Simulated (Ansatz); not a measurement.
# CH3FSi: single-point calculation

System: CH3FSi, SMILES C[Si]F.
Method: RHF-CCSD(T), frozen core/def2-TZVPP (Ansatz 0.2.0).

The geometry is a randomly displaced structure. Figures and captions count atoms from 1; the log counts them from 0 in places.

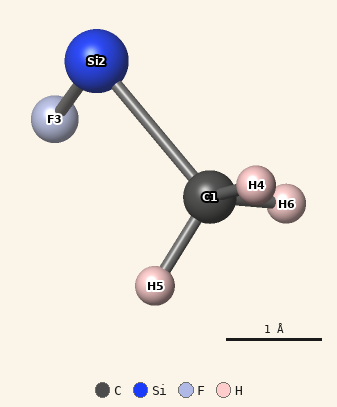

*The structure as given in the input (ball-and-stick view, seen at a tilt; atoms are numbered from 1 in the order of the input).*

Bond lengths as drawn: C–H 1.07 to 1.10 Å, C–Si 1.90 Å and F–Si 1.66 Å.

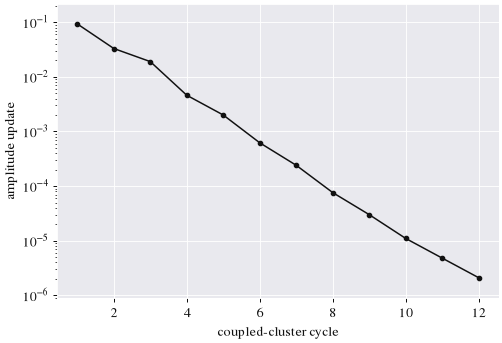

*Convergence of the coupled-cluster equations: amplitude update against the coupled-cluster cycle.*

The residual falls at every step.

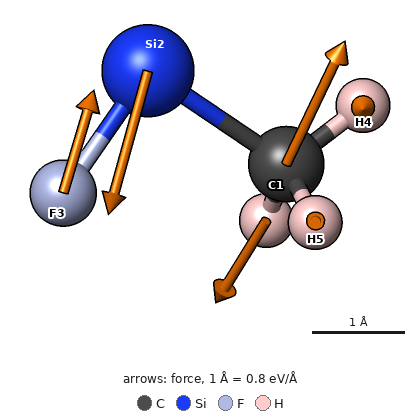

*Forces on the atoms as orange arrows (ball-and-stick view, seen at a tilt; atoms are numbered from 1 in the order of the input).*

The largest act on Si2 (1.31 eV/Å); C1 (1.30 eV/Å); H6 (1.04 eV/Å); F3 (0.95 eV/Å). The geometry is not a stationary point of this energy.

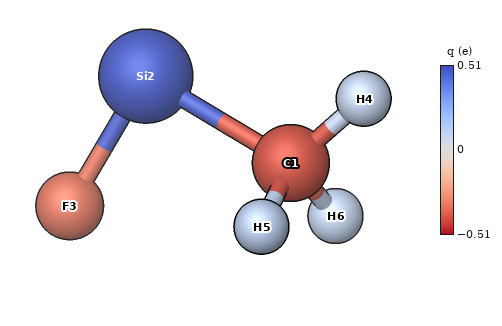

*Mulliken charges, as the colour of each atom (ball-and-stick view, seen at a tilt; atoms are numbered from 1 in the order of the input).*

By element: C −0.40, Si +0.48, F −0.35 and H +0.08 to +0.10 e.

The input and output of the run follow.

**Input file**
```yaml
crystal:
  periodic: [false, false, false]
  atoms:
    - {symbol: C, position_ang: [-0.294800, 0.369800, -0.190400]}
    - {symbol: Si, position_ang: [0.455200, -0.588900, 1.273200]}
    - {symbol: F, position_ang: [1.367700, -1.584600, 0.313000]}
    - {symbol: H, position_ang: [-0.992200, 1.151000, 0.138900]}
    - {symbol: H, position_ang: [0.532200, 0.821600, -0.756700]}
    - {symbol: H, position_ang: [-0.867500, -0.254800, -0.839000]}
basis:
  gaussian: {orbitals: def2-TZVPP}
correlation: {method: ccsd_t}
output: {forces: true}
```

**The program's output**
```
Functional definition: HF
  name "HF"
  cite "Fock, Z. Phys. 61, 126 (1930) doi:10.1007/BF01340294"
  parent pbe
  exchange = exact_x
  correlation = 0
864 factors; integrals over basis functions are off by at most 9.6e-4 eV
mean field evaluation 1: about -11645.4895 eV, gradient 3.7e1 eV
mean field evaluation 2: about -11645.4939 eV, gradient 3.7e1 eV
mean field evaluation 4: about -11648.4469 eV, gradient 3.2e0 eV
mean field evaluation 8: about -11648.4945 eV, gradient 4.7e-4 eV
mean field evaluation 16: about -11648.4904 eV, gradient 2.8e-1 eV
mean field -11648.49447263 eV, -428.0742762361 hartree, gradient 7.9e-6 eV, S^2 0.000000; 0 other end points of the search recorded, 0 dependent functions left out; unrestricted orbitals would lower it
7 core orbitals not correlated: weight in the atoms' cores, before any rotation towards them, 1.000 or more for the frozen orbitals, at most 0.000 for the correlated occupied ones
reference -11648.49447263 eV, -428.0742762361 hartree; 9, 9 occupied and 130, 130 virtual orbitals, 864 factors
second order -14.40858778 eV of doubles, -0.00000000 eV of singles
cycle   1  -14.67876820 eV  change   -2.7e-1 eV  update   9.3e-2
cycle   2  -15.04209309 eV  change   -3.6e-1 eV  update   3.3e-2
cycle   3  -15.15127359 eV  change   -1.1e-1 eV  update   1.9e-2
cycle   4  -15.14015859 eV  change    1.1e-2 eV  update   4.6e-3
cycle   5  -15.13773144 eV  change    2.4e-3 eV  update   2.0e-3
cycle   6  -15.13865057 eV  change   -9.2e-4 eV  update   6.2e-4
cycle   7  -15.13844236 eV  change    2.1e-4 eV  update   2.4e-4
cycle   8  -15.13838932 eV  change    5.3e-5 eV  update   7.6e-5
cycle   9  -15.13843807 eV  change   -4.9e-5 eV  update   3.0e-5
cycle  10  -15.13844285 eV  change   -4.8e-6 eV  update   1.1e-5
cycle  11  -15.13843849 eV  change    4.4e-6 eV  update   4.8e-6
cycle  12  -15.13844299 eV  change   -4.5e-6 eV  update   2.1e-6
perturbative correction -0.52091990 eV, -0.0191434533 hartree
the calculation of the forces begins
Total energy: -11664.15383552 eV, -428.6497472081 hartree
Atom 0 at    -0.294800     0.369800    -0.190400 Å, force     0.066305     0.878387     0.960867 eV/Å
Atom 1 at     0.455200    -0.588900     1.273200 Å, force     0.470249    -0.552990    -1.090491 eV/Å
Atom 2 at     1.367700    -1.584600     0.313000 Å, force    -0.385513     0.400408     0.772538 eV/Å
Atom 3 at    -0.992200     1.151000     0.138900 Å, force     0.267765     0.093227     0.006035 eV/Å
Atom 4 at     0.532200     0.821600    -0.756700 Å, force    -0.173979    -0.049200     0.004115 eV/Å
Atom 5 at    -0.867500    -0.254800    -0.839000 Å, force    -0.244827    -0.769832    -0.653065 eV/Å
Dipole moment:    -0.213863     0.235505     0.002312 e Å
```

**Summary**

```json
{"quantity": "outcome", "value": "converged"}
{"quantity": "total energy", "value": "−11664.1538 eV"}
{"quantity": "mean-field energy", "value": "−11648.4945 eV"}
{"quantity": "CCSD correlation", "value": "−15.1384 eV"}
{"quantity": "(T) correction", "value": "−0.5209 eV"}
{"quantity": "T1 diagnostic", "value": "0.014"}
{"quantity": "SCF solution under orbital rotations", "value": "stable within restricted orbitals"}
{"quantity": "largest force (length of the vector)", "value": "1.310 eV/Å"}
{"quantity": "dipole moment", "value": "1.53 D"}
{"quantity": "hardware", "value": "4 CPU threads, shared host"}
{"quantity": "wall time", "value": "36 s (CPU time 2.2 min)"}
{"quantity": "peak memory", "value": "1.6 GiB"}
```
